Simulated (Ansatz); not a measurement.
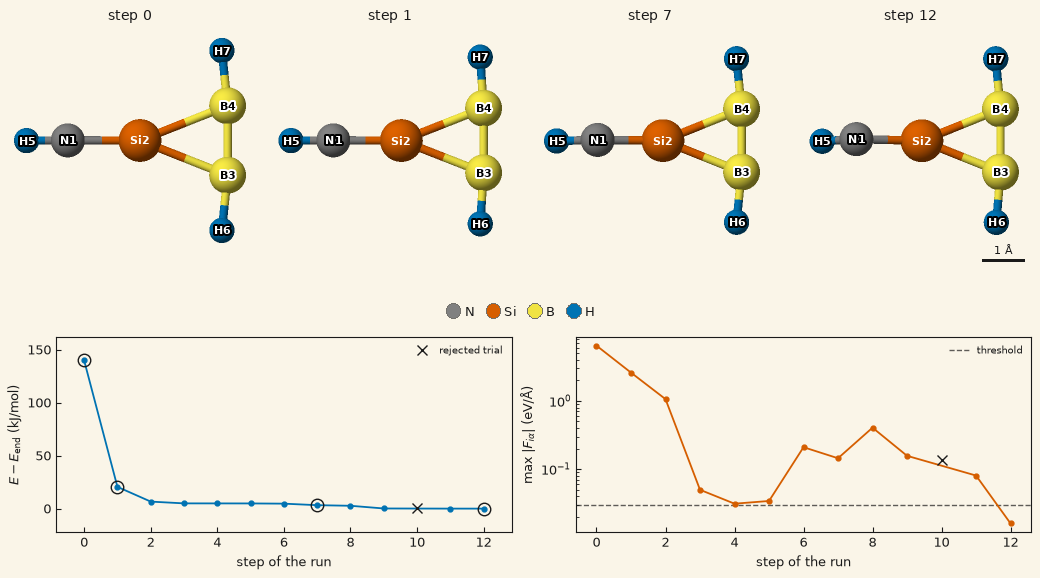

Frames of a relaxation of B2SiNH3, marked on the history of the run. A ball-and-stick model, seen face on.

It is one of the separated reactants of a reaction.

The calculation used RKS PBE-D4/def2-SVP (Ansatz 0.2.0). Settings: force threshold 0.03 eV/Å; at most 250 steps.

Q: What happens along the run?

A: The largest move after the best rigid fit is that of H5, 0.45 Å. Largest moves by element: H 0.45 Å, N 0.38 Å, B 0.19 Å, Si 0.05 Å. Among the contacts that change: Si2–B3 2.245 → 2.015 Å, B3–B4 1.659 → 1.507 Å, B3–H6 1.327 → 1.205 Å, N1–Si2 1.719 → 1.604 Å. Among the angles between lasting bonds that change: Si2–N1–H5 175.9° → 129.6°, N1–Si2–B4 158.3° → 154.3°, N1–Si2–B3 158.3° → 155.2°. Over 11 accepted moves (12 points after the start) the energy falls by 139.8 kJ/mol. The largest force component goes from 6.5 to 0.016 eV/Å. The line search rejected the trial step at point 10 of the run. The run took 15 s on 2 threads of Arm Neoverse V1, on a shared host. From step 0 to 1: H atoms move most (0.16 Å), energy −119.3 kJ/mol. From step 1 to 7: N1 moves most (0.17 Å), energy −17.3 kJ/mol. From step 7 to 12: H5 moves most (0.20 Å), energy −3.25 kJ/mol.
